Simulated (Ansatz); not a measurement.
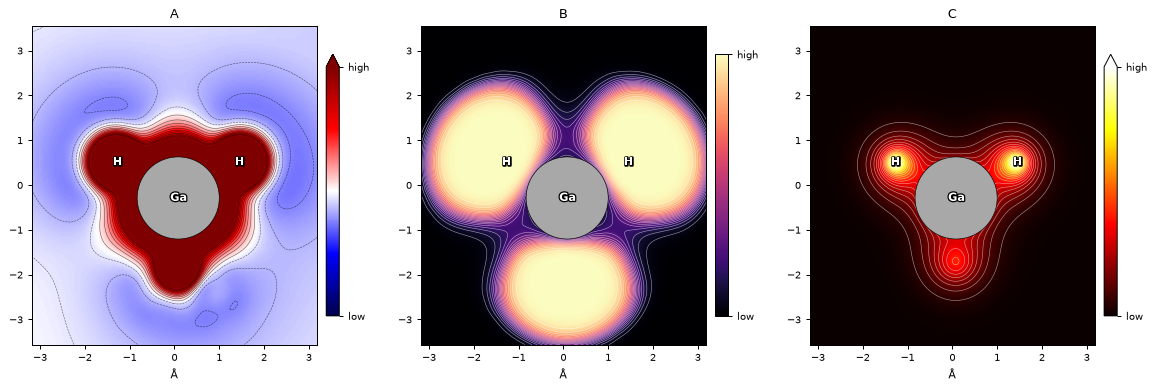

GaH5S: 3 fields on the plane of atoms H6, Ga2 and H7, with unlabelled colour scales. Grey discs cover the atomic cores.

Computed with RHF/def2-SVP (Ansatz).

Which field does each panel show? The fields are: electron density, electron localisation function and electrostatic potential.

Panel A: electrostatic potential (strongly positive close to the atoms, with negative regions outside electron-rich atoms). Panel B: electron localisation function. Panel C: electron density. From the grid: Ga–H (1.58 Å): ρ at the midpoint is about 0.92 e/Å³; the ELF climbs to about 1 towards the hydrogen.
